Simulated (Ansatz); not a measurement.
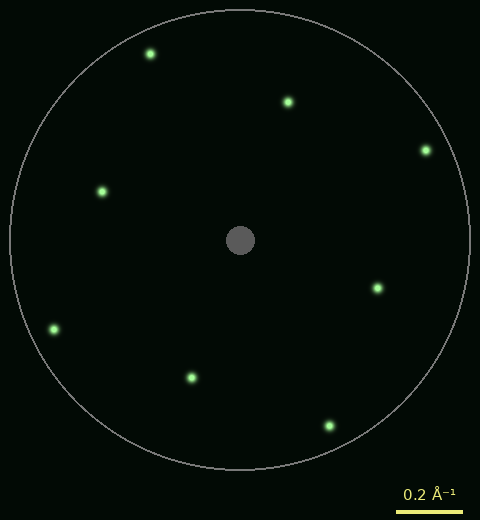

Simulated LEED pattern at 110 eV and normal incidence, from the upper face of a slab model. Spot positions follow from the surface net; brightness is a rough single-scattering estimate from the outer layers, good only for telling present from absent.

Question: Find the real-space surface cell from the pattern.

Answer: The spots form a square reciprocal net with shortest vectors 0.443 and 0.443 Å⁻¹ at 90.0°. The primitive real-space mesh has edges 2.26 and 2.26 Å at 90.0° (or its supplement) and area 5.1 Å².

The slab has composition Ni (1 atoms a cell, 0.0 Å thick). Structure: the end point of a relaxation with DFT PBE, scalar-relativistic, plane waves, PAW in Ansatz; the starting structure was generated, so it need not be a known form of this composition.
